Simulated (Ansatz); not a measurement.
# BHO (triplet): correlated methods under varied settings

Aim: run BHO (triplet) at one geometry under a spread of methods and options, and see what each costs and gives.

Method: the settings change from run to run; program: Ansatz 0.2.0, Gaussian basis.

5 further runs of the same task are left out: 5 set aside as unsound or not needed.

### Step 1. The geometry

The geometry is a PBE0/def2-TZVP stationary point (not a proven minimum) of the parent state, kept for this charge and spin.

3 atoms, charge 0, spin multiplicity 3.

Atoms are counted from 1 here; the program's logs count them from 0.

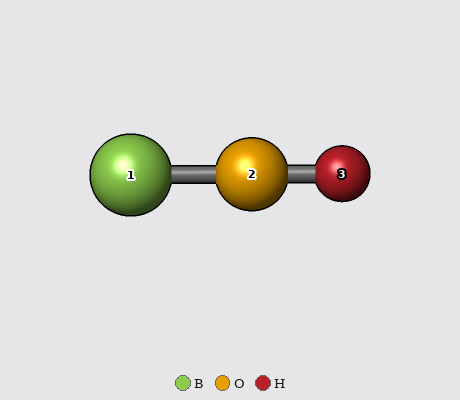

The structure; boron green, oxygen amber, hydrogen red; atoms are numbered from 1 in the order of the file.

### Step 2. NEVPT2(6,4)/6-31G

The input, in.yaml:

```yaml
crystal:
  periodic: [false, false, false]
  atoms:
    - {symbol: B, position_ang: [0.000000, 0.000000, 1.165459]}
    - {symbol: O, position_ang: [0.000000, 0.000000, -0.106612]}
    - {symbol: H, position_ang: [0.000000, 0.000000, -1.058847]}
basis:
  gaussian: {orbitals: 6-31G}
magnetization: {spin_polarized: false, initial_magnetization: 2}
correlation: {method: sc_nevpt2, electrons: valence, active_space: {window: {electrons: 6, orbitals: 4}}}
```

On the command line:

```console
ansatz run in.yaml --threads 1 --pin off --events-out ev --progress --plain --max-ram 2393MiB
```

Output:

```text
Functional definition: HF
  name "HF"
  cite "Fock, Z. Phys. 61, 126 (1930) doi:10.1007/BF01340294"
  parent pbe
  exchange = exact_x
  correlation = 0
233 factors; integrals over basis functions are off by at most 2.6e-4 eV
mean field evaluation 1: about -2717.8840 eV, gradient 2.5e1 eV
mean field evaluation 2: about -2717.8876 eV, gradient 2.5e1 eV
mean field evaluation 4: about -2719.7976 eV, gradient 2.3e0 eV
mean field evaluation 8: about -2719.8199 eV, gradient 8.8e-4 eV
mean field evaluation 16: about -2719.8219 eV, gradient 2.6e-3 eV
mean field -2719.81985453 eV, -99.9515360939 hartree, gradient 3.1e-6 eV, S^2 2.000000; 2 other end points of the search recorded, 0 dependent functions left out
reference -2719.81985453 eV, -99.9515360939 hartree; 8, 6 occupied and 12, 14 virtual orbitals, 233 factors
state -2719.82280250 eV, -99.9516444296 hartree
state -2719.82280250 eV, -99.9516444296 hartree; corrected -2723.47920392 eV, -100.0860147036 hartree
state -2712.80042421 eV, -99.6935767875 hartree
state -2712.80042421 eV, -99.6935767875 hartree; corrected -2715.82383839 eV, -99.8046852095 hartree
state -2719.82280250 eV, -99.9516444296 hartree; corrected -2723.47920392 eV, -100.0860147036 hartree
WARN: 2 active orbitals are nearly empty or full. The corrections depend on them more than the energy does, and are more stable in an active space without them
Total energy: -2723.47920392 eV, -100.0860147036 hartree
```

Wall time 0.42 s (1 thread of AMD EPYC 7B13, shared host).

From the report: 8 determinants; active occupations 2.00, 2.00, 1.00, 1.00. The report marks this result as in doubt.

### Step 3. HF/STO-3G

The input, in.yaml:

```yaml
crystal:
  periodic: [false, false, false]
  atoms:
    - {symbol: B, position_ang: [0.000000, 0.000000, 1.165459]}
    - {symbol: O, position_ang: [0.000000, 0.000000, -0.106612]}
    - {symbol: H, position_ang: [0.000000, 0.000000, -1.058847]}
basis:
  gaussian: {orbitals: STO-3G}
magnetization: {spin_polarized: true, initial_magnetization: 2}
hamiltonian: {xc: hf}
scf: {lower_state_search: off}
output: {orbitals: {seedname: orbitals}}
```

Launched as before.

Output:

```text
Functional definition: HF
  name "HF"
  cite "Fock, Z. Phys. 61, 126 (1930) doi:10.1007/BF01340294"
  parent pbe
  exchange = exact_x
  correlation = 0
these checks for a lower state are left out or cut short: stability, starts, cluster_reference, orbital_swaps, neighbouring_geometries, increment
145 factors; integrals over basis functions are off by at most 8.2e-5 eV
mean field evaluation 1: about -2681.3872 eV, gradient 1.1e1 eV
mean field evaluation 2: about -2681.4425 eV, gradient 1.1e1 eV
mean field evaluation 4: about -2682.8934 eV, gradient 1.8e0 eV
mean field evaluation 8: about -2682.9715 eV, gradient 8.3e-4 eV
mean field -2682.97167108 eV, -98.5973903288 hartree, gradient 3.0e-6 eV, S^2 2.017243; 0 other end points of the search recorded, 0 dependent functions left out
reference -2682.97167108 eV, -98.5973903288 hartree; 8, 6 occupied and 3, 5 virtual orbitals, 145 factors
Total energy: -2682.97167108 eV, -98.5973903288 hartree
Checks for a lower state left out: stability, starts, cluster_reference, orbital_swaps, neighbouring_geometries, increment
```

Run time: 0.06 s. Hardware: 1 thread of AMD EPYC 7B13, shared host.

From the report: ⟨S²⟩ of the determinant 2.017 (pure triplet: 2.00).

### Step 4. HF/6-31G

in.yaml, as its differences from that of step 3:

```diff
@@ -7,6 +7,5 @@
 basis:
-  gaussian: {orbitals: STO-3G}
+  gaussian: {orbitals: 6-31G, point_charges: [{charge: -1.00, position_ang: [2.965, -0.973, -0.753]}]}
 magnetization: {spin_polarized: true, initial_magnetization: 2}
 hamiltonian: {xc: hf}
-scf: {lower_state_search: off}
 output: {orbitals: {seedname: orbitals}}
```

The command is unchanged.

Output:

```text
Functional definition: HF
  name "HF"
  cite "Fock, Z. Phys. 61, 126 (1930) doi:10.1007/BF01340294"
  parent pbe
  exchange = exact_x
  correlation = 0
233 factors; integrals over basis functions are off by at most 2.6e-4 eV
mean field evaluation 1: about -2718.0481 eV, gradient 1.8e1 eV
mean field evaluation 2: about -2718.0543 eV, gradient 1.7e1 eV
mean field evaluation 4: about -2719.8712 eV, gradient 2.8e0 eV
mean field evaluation 8: about -2719.9934 eV, gradient 1.4e-1 eV
mean field evaluation 16: about -2719.9939 eV, gradient 3.7e-6 eV
mean field evaluation 32: about -2719.8914 eV, gradient 1.7e0 eV
mean field evaluation 64: about -2718.0484 eV, gradient 1.8e1 eV
mean field -2719.99394496 eV, -99.9579337991 hartree, gradient 3.7e-6 eV, S^2 2.009731; 2 other end points of the search recorded, 0 dependent functions left out
reference -2719.99394496 eV, -99.9579337991 hartree; 8, 6 occupied and 12, 14 virtual orbitals, 233 factors
Total energy: -2719.99394496 eV, -99.9579337991 hartree
```

Wall time 0.15 s (1 thread of AMD EPYC 7B13, shared host).

From the report: ⟨S²⟩ of the determinant 2.010 (pure triplet: 2.00).

### Step 5. CCSDT(Q)/6-31G

The input, in.yaml:

```yaml
crystal:
  periodic: [false, false, false]
  atoms:
    - {symbol: B, position_ang: [0.000000, 0.000000, 1.165459]}
    - {symbol: O, position_ang: [0.000000, 0.000000, -0.106612]}
    - {symbol: H, position_ang: [0.000000, 0.000000, -1.058847]}
basis:
  gaussian: {orbitals: 6-31G}
magnetization: {spin_polarized: true, initial_magnetization: 2}
hamiltonian: {xc: {name: PBE0}}
correlation: {method: ccsdt_q, electrons: valence}
scf: {lower_state_search: full}
```

Same command.

Output (excerpt; [...] marks lines left out):

```text
Functional definition: PBE0
  name "PBE0"
  cite "Adamo & Barone, J. Chem. Phys. 110, 6158 (1999) doi:10.1063/1.478522"
  cite "Perdew, Burke & Ernzerhof, Phys. Rev. Lett. 77, 3865 (1996) doi:10.1103/PhysRevLett.77.3865"
  parent pbe
[...]
386 factors; integrals over basis functions are off by at most 1.1e-7 eV
[...]
mean field -2730.55092355 eV, -100.3458956067 hartree, gradient 1.2e-6 eV, S^2 2.005679; 2 other end points of the search recorded, 0 dependent functions left out
2 core orbitals not correlated: weight in the atoms' cores, before any rotation towards them, 1.000 or more for the frozen orbitals, at most 0.000 for the correlated occupied ones
reference -2719.69002317 eV, -99.9467648793 hartree; 6, 4 occupied and 12, 14 virtual orbitals, 386 factors
second order -4.00070715 eV of doubles, -0.12480208 eV of singles
cycle   1  -3.95919913 eV  change    1.6e-1 eV  update   6.6e-2
[...]
cycle  14  -4.22743197 eV  change    8.4e-7 eV  update   9.8e-7
perturbative correction -0.01245517 eV, -0.0004577189 hartree
Total energy: -2723.92991031 eV, -100.1025778578 hartree
```

Run time: 3.7 s. Hardware: 1 thread of AMD EPYC 7B13, shared host.

From the report: ⟨S²⟩ of the determinant 2.006 (pure triplet: 2.00); correlation -4.2399 eV; T1 0.008; largest double amplitude 0.05. The orbitals are Kohn-Sham ones, so correlation energy and T1 don't compare with those on Hartree-Fock orbitals.

### Step 6. BCCD(T)/6-31G

in.yaml, as its differences from that of step 5:

```diff
@@ -9,4 +9,4 @@
 magnetization: {spin_polarized: true, initial_magnetization: 2}
-hamiltonian: {xc: {name: PBE0}}
-correlation: {method: ccsdt_q, electrons: valence}
-scf: {lower_state_search: full}
+hamiltonian: {xc: {name: r2SCAN}}
+correlation: {method: bccd_t, electrons: outside_noble_gas}
+accuracy: high
```

Launched as before.

Output (excerpt; [...] marks lines left out):

```text
Functional definition: r2SCAN
  name "r2SCAN"
  cite "Furness, Kaplan, Ning, Perdew & Sun, J. Phys. Chem. Lett. 11, 8208 (2020) doi:10.1021/acs.jpclett.0c02405"
  cite "Furness, Kaplan, Ning, Perdew & Sun, J. Phys. Chem. Lett. 11, 9248 (2020) doi:10.1021/acs.jpclett.0c03077"
  parent r2scan
[...]
409 factors; integrals over basis functions are off by at most 3.7e-9 eV
[...]
mean field -2732.34654361 eV, -100.4118834265 hartree, gradient 8.3e-8 eV, S^2 2.007752; 2 other end points of the search recorded, 0 dependent functions left out
2 core orbitals not correlated: weight in the atoms' cores, before any rotation towards them, 1.000 or more for the frozen orbitals, at most 0.000 for the correlated occupied ones
reference -2719.68545933 eV, -99.9465971612 hartree; 6, 4 occupied and 12, 14 virtual orbitals, 409 factors
second order -4.00565697 eV of doubles, -0.12487941 eV of singles
cycle   1  -3.96435266 eV  change    1.6e-1 eV  update   6.1e-2
[...]
cycle  22  -4.13077978 eV  change   1.4e-11 eV  update  5.5e-10
perturbative correction -0.09257369 eV, -0.0034020205 hartree
Total energy: -2723.90881280 eV, -100.1018025385 hartree
```

It took 2.8 s on 1 thread of AMD EPYC 7B13, shared host.

From the report: ⟨S²⟩ of the determinant 2.008 (pure triplet: 2.00); correlation -4.2234 eV; largest double amplitude 0.05.

### Step 7. NEVPT2(6,7)/6-31G

The input, in.yaml:

```yaml
crystal:
  periodic: [false, false, false]
  atoms:
    - {symbol: B, position_ang: [0.000000, 0.000000, 1.165459]}
    - {symbol: O, position_ang: [0.000000, 0.000000, -0.106612]}
    - {symbol: H, position_ang: [0.000000, 0.000000, -1.058847]}
basis:
  gaussian: {orbitals: 6-31G}
magnetization: {spin_polarized: false, initial_magnetization: 2}
correlation: {method: sc_nevpt2, electrons: valence, active_space: {window: {electrons: 6, orbitals: 7}, states: [{multiplicity: 3, weights: [1, 0.5]}]}}
```

The command is unchanged.

Output (excerpt; [...] marks lines left out):

```text
Functional definition: HF
  name "HF"
  cite "Fock, Z. Phys. 61, 126 (1930) doi:10.1007/BF01340294"
  parent pbe
[...]
386 factors; integrals over basis functions are off by at most 1.1e-7 eV
[...]
mean field -2719.81993162 eV, -99.9515389270 hartree, gradient 3.1e-6 eV, S^2 2.000000; 2 other end points of the search recorded, 0 dependent functions left out
reference -2719.81993162 eV, -99.9515389270 hartree; 8, 6 occupied and 12, 14 virtual orbitals, 386 factors
state -2721.11145992 eV, -99.9990017166 hartree
state -2721.10992358 eV, -99.9989452570 hartree
state -2721.11145992 eV, -99.9990017166 hartree; corrected -2723.58118095 eV, -100.0897622902 hartree
state -2721.10992358 eV, -99.9989452570 hartree; corrected -2723.58048203 eV, -100.0897366056 hartree
state -2721.12982978 eV, -99.9996767962 hartree
state -2720.94114474 eV, -99.9927427491 hartree
state -2721.12982978 eV, -99.9996767962 hartree; corrected -2723.63041085 eV, -100.0915714558 hartree
state -2720.94114474 eV, -99.9927427491 hartree; corrected -2723.50825615 eV, -100.0870823534 hartree
state -2721.12982978 eV, -99.9996767962 hartree; corrected -2723.63041085 eV, -100.0915714558 hartree
state -2720.94114474 eV, -99.9927427491 hartree; corrected -2723.50825615 eV, -100.0870823534 hartree
WARN: the results are in doubt because another end's mean lies 0.044 eV lower, and its corrected mean 0.009 eV higher
Total energy: -2723.58969262 eV, -100.0900750883 hartree
In doubt: another end's mean lies 0.044 eV lower, and its corrected mean 0.009 eV higher
```

Wall time 5.5 s (1 thread of AMD EPYC 7B13, shared host).

From the report: 608 determinants; active occupations (of the averaged states) 1.98, 1.98, 1.00, 0.67, 0.34, 0.02, 0.01. Mind the lines of doubt at the end of the log.

### Step 8. BCCD on UHF/def2-mTZVP

The input, in.yaml:

```yaml
crystal:
  periodic: [false, false, false]
  atoms:
    - {symbol: B, position_ang: [0.000000, 0.000000, 1.165459]}
    - {symbol: O, position_ang: [0.000000, 0.000000, -0.106612]}
    - {symbol: H, position_ang: [0.000000, 0.000000, -1.058847]}
basis:
  gaussian: {orbitals: def2-mTZVP}
magnetization: {spin_polarized: true, initial_magnetization: 2}
correlation: {method: bccd, electrons: valence, diis_vectors: 4}
```

The command is unchanged.

Output (excerpt; [...] marks lines left out):

```text
Functional definition: HF
  name "HF"
  cite "Fock, Z. Phys. 61, 126 (1930) doi:10.1007/BF01340294"
  parent pbe
[...]
422 factors; integrals over basis functions are off by at most 1.2e-3 eV
[...]
mean field -2721.85142586 eV, -100.0261949631 hartree, gradient 3.2e-6 eV, S^2 2.007007; 5 other end points of the search recorded, 0 dependent functions left out
determinant -2721.85142586 eV, -100.0261949631 hartree, with singles and doubles -2728.46113278 eV, -100.2690972122 hartree
determinant -2718.86004595 eV, -99.9162637790 hartree, with singles and doubles -2725.96852567 eV, -100.1774955905 hartree
2 core orbitals not correlated: weight in the atoms' cores, before any rotation towards them, 1.000 or more for the frozen orbitals, at most 0.000 for the correlated occupied ones
reference -2721.85142586 eV, -100.0261949631 hartree; 6, 4 occupied and 38, 40 virtual orbitals, 422 factors
second order -6.41241477 eV of doubles, -0.00000000 eV of singles
cycle   1  -6.58910755 eV  change   -1.4e-1 eV  update   1.9e-2
[...]
cycle  10  -6.60341135 eV  change    1.8e-6 eV  update   4.7e-6
Total energy: -2728.45483721 eV, -100.2688658544 hartree
```

Run time: 1.6 s. Hardware: 1 thread of AMD EPYC 7B13, shared host.

From the report: ⟨S²⟩ of the determinant 2.007 (pure triplet: 2.00); correlation -6.6034 eV; largest double amplitude 0.03.

### Step 9. BCCD(T) on ROHF/6-31G

The input, in.yaml:

```yaml
crystal:
  periodic: [false, false, false]
  atoms:
    - {symbol: B, position_ang: [0.000000, 0.000000, 1.165459]}
    - {symbol: O, position_ang: [0.000000, 0.000000, -0.106612]}
    - {symbol: H, position_ang: [0.000000, 0.000000, -1.058847]}
basis:
  gaussian: {orbitals: 6-31G, point_charges: [{charge: -0.50, position_ang: [4.746, -0.464, 0.542]}]}
magnetization: {spin_polarized: false, initial_magnetization: 2}
correlation: {method: bccd_t, electrons: valence, diis_vectors: 2}
scf: {omitted_lower_state_checks: [cluster_reference]}
output: {forces: true}
```

Launched as before.

Output (excerpt; [...] marks lines left out):

```text
Functional definition: HF
  name "HF"
  cite "Fock, Z. Phys. 61, 126 (1930) doi:10.1007/BF01340294"
  parent pbe
[...]
233 factors; integrals over basis functions are off by at most 2.6e-4 eV
[...]
mean field -2719.82101261 eV, -99.9515786525 hartree, gradient 3.7e-6 eV, S^2 2.000000; 6 other end points of the search recorded, 0 dependent functions left out
2 core orbitals not correlated: weight in the atoms' cores, before any rotation towards them, 1.000 or more for the frozen orbitals, at most 0.000 for the correlated occupied ones
reference -2719.82101261 eV, -99.9515786525 hartree; 6, 4 occupied and 12, 14 virtual orbitals, 233 factors
second order -3.80482241 eV of doubles, -0.02384457 eV of singles
cycle   1  -3.85500030 eV  change   -2.6e-2 eV  update   6.2e-2
[...]
cycle  25  -4.01786060 eV  change    4.3e-9 eV  update   1.8e-8
perturbative correction -0.09243139 eV, -0.0033967910 hartree
[...]
Total energy: -2723.93130460 eV, -100.1026290971 hartree
Atom 0 at     0.000000     0.000000     1.165459 Å, force     0.040806    -0.003989     4.662562 eV/Å
Atom 1 at     0.000000     0.000000    -0.106612 Å, force    -0.186038     0.018188    -4.865359 eV/Å
Atom 2 at     0.000000     0.000000    -1.058847 Å, force     0.147429    -0.014414     0.221740 eV/Å
Dipole moment:     0.027603    -0.002699    -0.468328 e Å
Checks for a lower state left out: cluster_reference
```

It took 1.2 s on 1 thread of AMD EPYC 7B13, shared host.

From the report: correlation -4.1103 eV; largest double amplitude 0.05.

### Step 10. NEVPT2(4,8)/6-31G

The input, in.yaml:

```yaml
crystal:
  periodic: [false, false, false]
  atoms:
    - {symbol: B, position_ang: [0.000000, 0.000000, 1.165459]}
    - {symbol: O, position_ang: [0.000000, 0.000000, -0.106612]}
    - {symbol: H, position_ang: [0.000000, 0.000000, -1.058847]}
basis:
  gaussian: {orbitals: 6-31G}
magnetization: {spin_polarized: false, initial_magnetization: 2}
hamiltonian: {pseudopotentials: {relativity: scalar}}
correlation: {method: sc_nevpt2, electrons: valence, active_space: {window: {electrons: 4, orbitals: 8}}}
scf: {lower_state_search: full}
```

Same command.

Output (excerpt; [...] marks lines left out):

```text
Functional definition: HF
  name "HF"
  cite "Fock, Z. Phys. 61, 126 (1930) doi:10.1007/BF01340294"
  parent pbe
[...]
233 factors; integrals over basis functions are off by at most 2.6e-4 eV
[...]
mean field -2721.31823416 eV, -100.0066005295 hartree, gradient 3.1e-6 eV, S^2 2.000000; 8 other end points of the search recorded, 0 dependent functions left out
reference -2721.31823416 eV, -100.0066005295 hartree; 8, 6 occupied and 12, 14 virtual orbitals, 233 factors
state -2721.93095583 eV, -100.0291176358 hartree
state -2721.93095583 eV, -100.0291176358 hartree; corrected -2725.40259979 eV, -100.1566981981 hartree
Total energy: -2725.40259979 eV, -100.1566981981 hartree
Relativity: scalar
```

It took 1.3 s on 1 thread of AMD EPYC 7B13, shared host.

From the report: 192 determinants; active occupations 1.97, 1.00, 1.00, 0.02, 0.00, 0.00, 0.00, 0.00.

### Step 11. All runs side by side

Where basis and cores are those of an earlier UCCSDTQ/6-31G run (-2723.9502 eV), and the state is the same kind, the miss against it is given. † marks a result that the program doubts.

```tsv
level	correlated	functions	energy (eV)	from UCCSDTQ (meV)	time
NEVPT2(6,4)/6-31G †	valence	20	-2723.4792		0.42 s
HF/STO-3G		11	-2682.9717		0.06 s
HF/6-31G (beside a point charge)		20	-2719.9939		0.15 s
CCSDT(Q)/6-31G (on PBE0 orbitals)	valence	20	-2723.9299	20.3	3.7 s
BCCD(T)/6-31G (on r2SCAN orbitals)	outside noble gas	20	-2723.9088	41.4	2.8 s
NEVPT2(6,7)/6-31G (mean of several states) †	valence	20	-2723.5897		5.5 s
BCCD on UHF/def2-mTZVP	valence	46	-2728.4548		1.6 s
BCCD(T) on ROHF/6-31G (beside a point charge)	valence	20	-2723.9313		1.2 s
NEVPT2(4,8)/6-31G (relativity set)	valence	20	-2725.4026		1.3 s
```

### Step 12. Summary of results

| quantity | value |
| --- | --- |
| runs | 9 |
| quickest | HF/STO-3G, 0.06 s |
| slowest | NEVPT2(6,7)/6-31G (mean of several states) †, 5.5 s |

What this shows: Total energies in different bases, with other cores or another treatment of relativity can't be set against each other. NEVPT2(6,7)/6-31G (mean of several states) † took 92 times as long as HF/STO-3G; the jobs differ in more than the method. Among the correlated runs with a miss given, it spans +20 to +41 meV. Cores frozen from Kohn-Sham orbitals shift the total energy.
